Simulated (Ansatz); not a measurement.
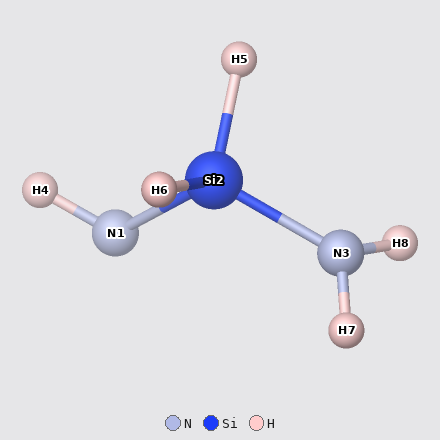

The system is H₅N₂Si, SMILES [NH][SiH2]N, spin multiplicity 2; the picture shows the reference structure. 
- First axis: umbrella angle at N3 (between each of its bonds and their common axis; 90 is planar). Second axis: change of the bonds N3–Si2, N3–H7, N3–H8, all alike.
- Nothing is relaxed (all other coordinates rigid).
- Grid: 15 × 15 points.
- Points are written as (first, second).
- Energies are in kcal/mol, from the relaxed molecule at the same level.
- Level of theory: Ansatz, UHF/def2-TZVP.

Its coordinates:

```yaml
atoms:
  - { symbol: N, position_ang: [-1.5330, 0.5458, 0.4148] }
  - { symbol: Si, position_ang: [0.1031, 0.3872, -0.1948] }
  - { symbol: N, position_ang: [0.8134, -1.1295, 0.0921] }
  - { symbol: H, position_ang: [-1.9585, 1.4435, 0.2476] }
  - { symbol: H, position_ang: [0.0499, 0.5986, -1.6550] }
  - { symbol: H, position_ang: [0.9245, 1.4118, 0.4798] }
  - { symbol: H, position_ang: [1.1402, -1.3842, 0.9960] }
  - { symbol: H, position_ang: [0.5526, -1.9304, -0.4363] }
```

Range: umbrella angle at N3 (between each of its bonds and their common axis; 90 is planar) from 66.0 to 114.0°; change of the bonds N3–Si2, N3–H7, N3–H8, all alike from −0.135 to 0.209 Å.

Question: What landscape does the calculation give?

Answer: The lowest grid point is at (100.3°, 0.012 Å), 0.21 kcal/mol from the relaxed molecule at the same level. No other kind of well shows on this grid. The highest grid point, (66.0°, −0.135 Å), lies 52.2 kcal/mol above the lowest. Round the minimum the valley is somewhat tilted: raising the first coordinate shifts the best value of the second coordinate upwards (coupling k₁₂/√(k₁₁k₂₂) about −0.3).

```
second ↓, first →  66.0  69.4  72.9  76.3  79.7  83.1  86.6  90.0  93.4  96.9  100.3  103.7  107.1  110.6  114.0
            0.209  43.5  43.8  44.7  45.8  47.0  47.9  48.5  48.4  47.8  46.7   45.3   43.7   42.2   41.1   40.7
            0.184  35.9  35.9  36.5  37.4  38.3  39.1  39.5  39.4  38.9  37.9   36.6   35.2   34.0   33.2   33.1
            0.160  29.2  28.8  29.1  29.8  30.5  31.1  31.4  31.3  30.8  29.9   28.8   27.6   26.7   26.2   26.4
            0.135  22.9  22.2  22.2  22.6  23.1  23.5  23.7  23.6  23.1  22.3   21.4   20.5   19.8   19.5   20.0
            0.111  17.6  16.6  16.3  16.4  16.7  17.0  17.1  16.9  16.5  15.8   15.0   14.3   13.9   14.0   14.8
            0.086  13.1  11.8  11.1  11.0  11.0  11.1  11.1  10.9  10.5  10.0    9.4    8.9    8.8    9.1   10.3
            0.061   9.8   8.1   7.1   6.7   6.5   6.4   6.3   6.1   5.8   5.3    4.9    4.7    4.8    5.5    7.0
            0.037   7.9   5.8   4.6   3.8   3.4   3.2   3.0   2.7   2.4   2.1    1.9    1.8    2.2    3.2    5.1
            0.012   7.4   5.0   3.4   2.4   1.8   1.4   1.0   0.7   0.5   0.3    0.2    0.4    1.1    2.5    4.7
           −0.012   8.7   5.9   4.0   2.7   1.9   1.3   0.9   0.5   0.3   0.2    0.3    0.8    1.7    3.4    6.0
           −0.037  12.1   8.9   6.6   5.1   4.0   3.2   2.7   2.4   2.2   2.2    2.5    3.2    4.4    6.5    9.4
           −0.061  17.6  14.1  11.5   9.6   8.3   7.4   6.8   6.4   6.3   6.4    6.9    7.8    9.3   11.7   15.0
           −0.086  26.1  22.2  19.2  17.1  15.5  14.4  13.7  13.3  13.2  13.5   14.1   15.3   17.1   19.8   23.5
           −0.111  37.7  33.5  30.1  27.7  25.9  24.7  23.8  23.4  23.4  23.7   24.6   26.0   28.1   31.2   35.2
           −0.135  52.4  47.7  44.1  41.4  39.4  38.0  37.0  36.6  36.6  37.0   38.0   39.7   42.1   45.5   50.0
```

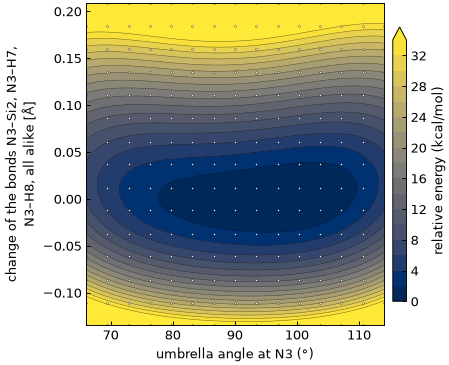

In the figure: filled contours, dots at the grid points, one colour for all values above the top of the scale. Between grid points the surface is interpolated.

Each point was launched as `ansatz run input.yaml --threads 1 --pin off --max-ram 2560MiB --backend cpu --events-out ev --progress --plain --runs-dir out`. Time for the 225 points that were run: 29 min on 1 thread of Intel(R) Xeon(R) Platinum 8259CL CPU @ 2.50GHz (Skylake/Cascade Lake), with other jobs on the host.
